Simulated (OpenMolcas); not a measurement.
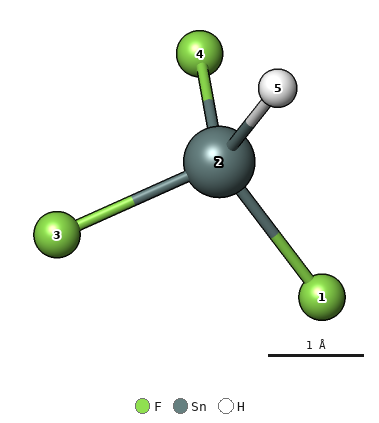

Fig. 1: The structure as given in the input (ball-and-stick view, seen at a tilt; atoms are numbered from 1 in the order of the input). Sticks mark near contacts. Bond lengths as drawn: F–Sn 1.89 Å and H–Sn 1.68 Å.

## Energy and gradient calculation, with input and output: SnHF$_{3}$ (part 1 of 2)

The run: energy and gradient calculation of SnHF$_{3}$, SMILES [F][SnH]([F])[F]. Method and program: HF/3-21G, RHF (OpenMolcas 26.06).

The geometry comes from this level: PBE0-D4/def2-TZVP.

The program's output:
```
--- Start Module: gateway ---

                                              &GATEWAY

                       available to each process: 1.9 GB of memory, 1 thread

 Basis Set     1 Label: F.3-21G
 Basis set is read from library:.
 basistype.tbl is not found

 Basis Set     2 Label: SN.3-21G
 Basis set is read from library:.
 basistype.tbl is not found

 Basis Set     3 Label: F.3-21G
 Basis set is read from library:.
 basistype.tbl is not found

 Basis Set     4 Label: H.3-21G
 Basis set is read from library:.
 basistype.tbl is not found

++    Symmetry information:
      ---------------------

                    Character Table for C1

                             E
                    a        1  x, y, xy, Rz, z, xz, Ry, yz, Rx, I
--

++    Basis set information:
      ----------------------

      Basis set label: F.3-21G.........

      Electronic valence basis set:
      ------------------
      Associated Effective Charge   9.000000 au
      Associated Actual Charge      9.000000 au
      Nuclear Model: Point charge

      Shell  nPrim  nBasis  Cartesian Spherical Contaminant
         s       6       3        X
         p       3       2        X

      Basis set label: SN.3-21G.........

      Electronic valence basis set:
      ------------------
      Associated Effective Charge  50.000000 au
      Associated Actual Charge     50.000000 au
      Nuclear Model: Point charge

      Shell  nPrim  nBasis  Cartesian Spherical Contaminant
         s      15       6        X
         p      12       5        X
         d       6       2                 X

      Basis set label: F.3-21G.........

      Electronic valence basis set:
      ------------------
      Associated Effective Charge   9.000000 au
      Associated Actual Charge      9.000000 au
      Nuclear Model: Point charge

      Shell  nPrim  nBasis  Cartesian Spherical Contaminant
         s       6       3        X
         p       3       2        X

      Basis set label: H.3-21G.........

      Electronic valence basis set:
      ------------------
      Associated Effective Charge   1.000000 au
      Associated Actual Charge      1.000000 au
      Nuclear Model: Point charge

      Shell  nPrim  nBasis  Cartesian Spherical Contaminant
         s       3       2        X
--

++    Molecular structure info:
      -------------------------

                    ************************************************
                    **** Cartesian Coordinates / bohr, angstrom ****
                    ************************************************

     Center  Label                x              y              z                     x              y              z
        1      F1              -0.612082      -1.035381       3.264880             -0.323900      -0.547900       1.727700
        2      SN2              0.240373      -0.012850      -0.051401              0.127200      -0.006800      -0.027200
        3      F3              -1.502143       3.067781      -0.544619             -0.794900       1.623400      -0.288200
        4      F4              -1.403500      -2.355922      -2.190948             -0.742700      -1.246700      -1.159400
        5      H5               3.371649       0.197476      -0.556146              1.784200       0.104500      -0.294300

                    ***************************************
                    *    InterNuclear Distances / bohr    *
                    ***************************************

               1 F1            2 SN2           3 F3            4 F4            5 H5
    1 F1       0.000000
    2 SN2      3.573509        0.000000
    3 F3       5.669253        3.573502        0.000000
    4 F4       5.668883        3.573509        5.668923        0.000000
    5 H5       5.655997        3.178663        5.656204        5.656365        0.000000

                    *******************************************
                    *    InterNuclear Distances / angstrom    *
                    *******************************************

               1 F1            2 SN2           3 F3            4 F4            5 H5
    1 F1       0.000000
    2 SN2      1.891019        0.000000
    3 F3       3.000040        1.891016        0.000000
    4 F4       2.999844        1.891020        2.999865        0.000000
    5 H5       2.993024        1.682076        2.993134        2.993220        0.000000
--

            Nuclear Potential Energy            441.14815178 au

--- Stop Module: gateway /rc=_RC_ALL_IS_WELL_ ---

--- Start Module: seward ---

                                              &SEWARD

                       available to each process: 1.9 GB of memory, 1 thread

               SEWARD will generate:
                  Multipole Moment integrals up to order  2
                  Kinetic Energy integrals
                  Nuclear Attraction integrals (point charge)
                  One-Electron Hamiltonian integrals
                  Velocity integrals
                  Orbital angular momentum around ( -0.1946  -0.0421   0.0187 )
                  Velocity quadrupole around ( -0.1946  -0.0421   0.0187 )
                  Two-Electron Repulsion integrals

                   Integrals are discarded if absolute value <: 1.00E-14
                   Integral cutoff threshold is set to       <: 1.00E-16

            Nuclear Potential Energy            441.14815178 au

      Basis set specifications :
      Symmetry species         a
      Basis functions           60

--- Stop Module: seward /rc=_RC_ALL_IS_WELL_ ---
--- Module seward spent 1 second ---

--- Start Module: scf ---

                                                &SCF

                       available to each process: 1.9 GB of memory, 1 thread

++    Input section:
      --------------

      Header of the integral files:

      Cartesian coordinates in angstrom:
      -----------------------------------------------------
      No.  Label        X            Y            Z
      -----------------------------------------------------
       1   F1        -0.32390000  -0.54790000   1.72770000
       2   SN2        0.12720000  -0.00680000  -0.02720000
       3   F3        -0.79490000   1.62340000  -0.28820000
       4   F4        -0.74270000  -1.24670000  -1.15940000
       5   H5         1.78420000   0.10450000  -0.29430000
      -----------------------------------------------------
      Nuclear repulsion energy =  441.14815178
--

++    Orbital specifications:
      -----------------------

      Symmetry species               1
                                     a
      Frozen orbitals                0
      Occupied orbitals             39
      Secondary orbitals            21
      Deleted orbitals               0
      Total number of orbitals      60
      Number of basis functions     60
--

      Molecular charge                           0.000

++    Optimization specifications:
      ----------------------------

      SCF Algorithm: Conventional
      Minimized density differences are used
      Number of density matrices in core                 5
      Maximum number of NDDO SCF iterations            400
      Maximum number of HF SCF iterations              400
      Threshold for SCF energy change             1.00E-10
      Threshold for density matrix                1.00E-07
      Threshold for Fock matrix                   1.00E-07
      Threshold for linear dependence             1.00E-09
      Threshold at which DIIS is turned on        1.50E-01
      Maximum depth in the DIIS procedure                5
      Maximum depth in the BFGS Hessian update          30
      Threshold at which QNR/C2DIIS is turned on  7.50E-02
      Threshold for Norm(delta) (QNR/C2DIIS)      1.00E-05
      All orbitals punched on: SCFORB
--

      Input vectors read from INPORB
      Orbital file label: *Guess orbitals

++ Convergence information
                                   SCF        iterations: Energy and convergence statistics

Iter     Tot. SCF        One-elec.       Two-elec.     Energy      Max Dij or  Max Fij      DNorm      TNorm      AccCon     Time
         Energy          Energy          Energy        Change      Delta Norm                                                in Sec.

 The total and one-electron energies are shifted by a value of      6000. a.u.

   1  -293.269679210 -3568.097726587  2833.679895601   0.00E+00    3.03E-01*   1.02E+00*    1.64E+01   6.06E+02   None         0.
   2  -293.600959620 -3566.573837963  2831.824726567  -3.31E-01*   9.98E-02*   1.14E-01*    2.35E+00   6.07E+02   EDIIS        0.
   3  -293.648224644 -3569.275056976  2834.478680556  -4.73E-02*   1.70E-02*   3.64E-02*    4.76E-01   6.07E+02   c2DIIS       0.
   4  -293.669127433 -3568.521551748  2833.704272540  -2.09E-02*   6.61E-03*   2.44E-03*    6.86E-02   6.07E+02   QNRc2DIIS    0.
   5  -293.669258943 -3568.592025775  2833.774615056  -1.32E-04*   5.37E-03*   9.07E-04*    9.55E-03   6.07E+02   QNRc2DIIS    0.
   6  -293.669286320 -3568.620375369  2833.802937273  -2.74E-05*   6.10E-04*   3.81E-04*    2.10E-03   6.07E+02   QNRc2DIIS    0.
   7  -293.669287851 -3568.623460048  2833.806020421  -1.53E-06*   2.47E-04*   5.67E-05*    2.51E-04   6.07E+02   QNRc2DIIS    0.
   8  -293.669287933 -3568.622582748  2833.805143039  -8.18E-08*   2.63E-05*   5.85E-06*    2.06E-04   6.07E+02   QNRc2DIIS    0.
   9  -293.669287934 -3568.622598681  2833.805158972  -9.66E-10*   6.05E-06    1.90E-06*    8.11E-05   6.07E+02   QNRc2DIIS    0.
  10  -293.669287934 -3568.622584023  2833.805144314  -5.00E-11    1.99E-06    4.46E-07*    1.56E-04   6.07E+02   QNRc2DIIS    0.
  11  -293.669287934 -3568.622578428  2833.805138718  -6.37E-12    1.08E-07    3.26E-08     7.31E-03   6.07E+02   QNRc2DIIS    0.

       Convergence after  11 Iterations
--

 *****************************************************************************************************************************
 *                                             SCF/KS-DFT Program, Final results                                             *
 *                                                       Final Results                                                       *
 *****************************************************************************************************************************

::    Total SCF energy                              -6293.6692879338
      One-electron energy                           -9568.6225784278
      Two-electron energy                            2833.8051387182
      Nuclear repulsion energy                        441.1481517758
      Kinetic energy (interpolated)                  6305.9436972086
      Virial theorem                                    0.9980535175
      Total spin, S(S+1)                                0.0000000000
      Total spin, S                                     0.0000000000
      Max non-diagonal density matrix element           0.0000000763
      Max non-diagonal Fock matrix element              0.0000000100

      All orbitals with orbital energies smaller than  E(LUMO)+0.5 are printed

++    Molecular orbitals:
      -------------------

      Title: SCF orbitals

      Molecular orbitals for symmetry species 1: a

      Basis set list:
        1 F1     1s                 13 SN2    1s                 25 SN2    2py                37 SN2    3d1+               49 F3     2pz
        2 F1     1s                 14 SN2    1s                 26 SN2    2pz                38 SN2    3d1+               50 F4     1s
        3 F1     1s                 15 SN2    1s                 27 SN2    2pz                39 SN2    3d2+               51 F4     1s
        4 F1     2px                16 SN2    2px                28 SN2    2pz                40 SN2    3d2+               52 F4     1s
        5 F1     2px                17 SN2    2px                29 SN2    2pz                41 F3     1s                 53 F4     2px
        6 F1     2py                18 SN2    2px                30 SN2    2pz                42 F3     1s                 54 F4     2px
        7 F1     2py                19 SN2    2px                31 SN2    3d2-               43 F3     1s                 55 F4     2py
        8 F1     2pz                20 SN2    2px                32 SN2    3d2-               44 F3     2px                56 F4     2py
        9 F1     2pz                21 SN2    2py                33 SN2    3d1-               45 F3     2px                57 F4     2pz
       10 SN2    1s                 22 SN2    2py                34 SN2    3d1-               46 F3     2py                58 F4     2pz
       11 SN2    1s                 23 SN2    2py                35 SN2    3d0                47 F3     2py                59 H5     1s
       12 SN2    1s                 24 SN2    2py                36 SN2    3d0                48 F3     2pz                60 H5     1s

  Index Energy  Occupation Coefficients ...

    1-1034.9875    2.0000         10 SN2    1s     ( 0.982),

    2 -156.3278    2.0000         11 SN2    1s     ( 1.018),

    3 -145.4740    2.0000         21 SN2    2py    ( 0.611),    26 SN2    2pz    ( 0.758),
```
